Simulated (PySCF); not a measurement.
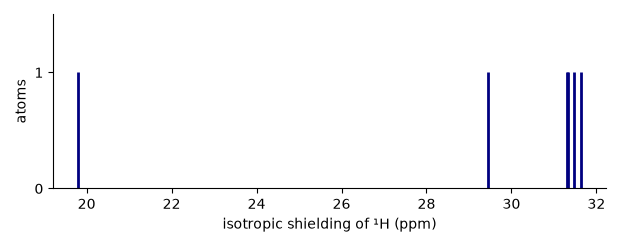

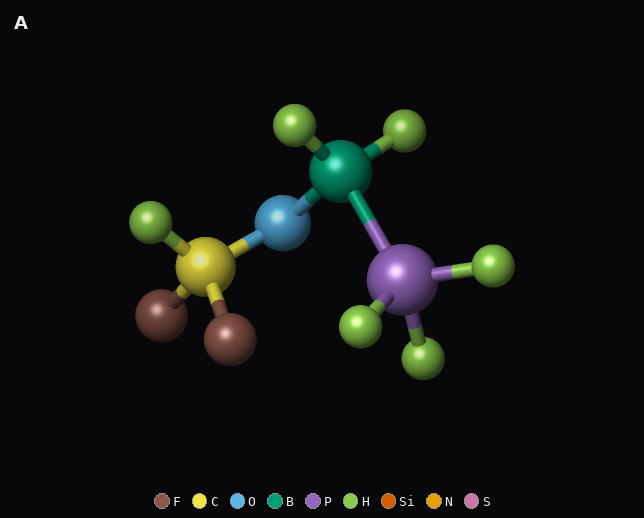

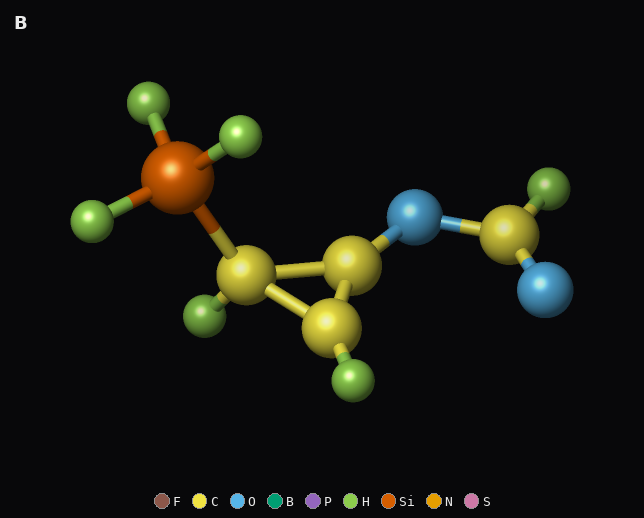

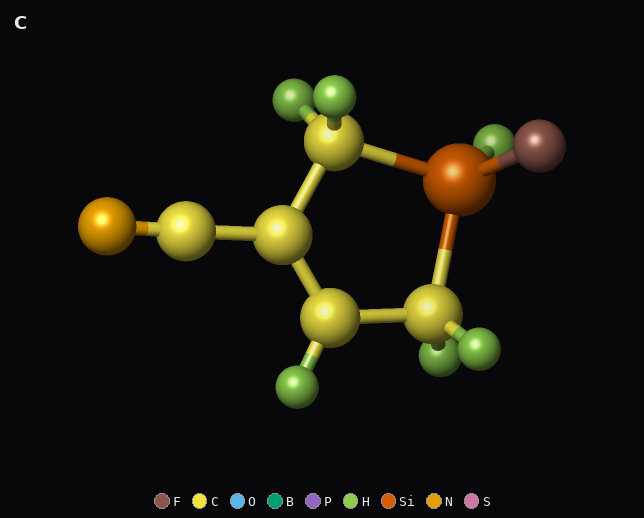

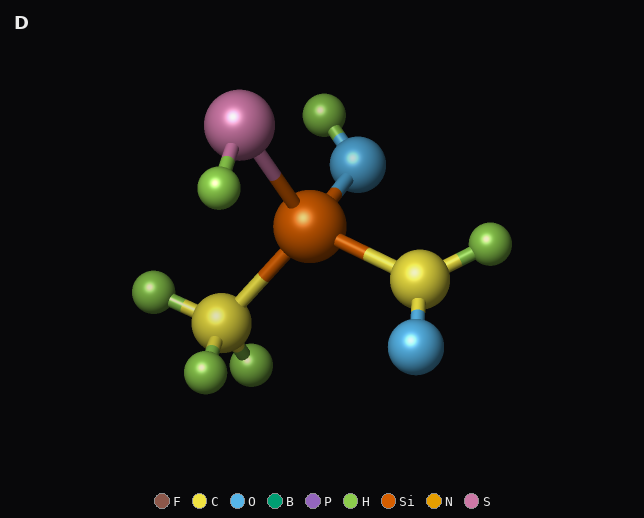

The sticks are computed shieldings of one of the molecules, for one fixed geometry (GFN2-xTB) without averaging over rotations. Low shielding means a high chemical shift. Method: GIAO PBE0/pcSseg-1 NMR shielding, non-relativistic, gas phase (PySCF 2.14.0).

### Which molecule gives this pattern?

D, `C[Si@@](O)(S)C=O`. Its 6 H atoms give lines at 19.80, 29.45, 31.30, 31.34, 31.47, 31.63 ppm.

The geometry is semi-empirical. Around B, P, Si such bond lengths and angles can be off by a tenth of an ångström or more and by several degrees, and values that hang on the shape move with them.
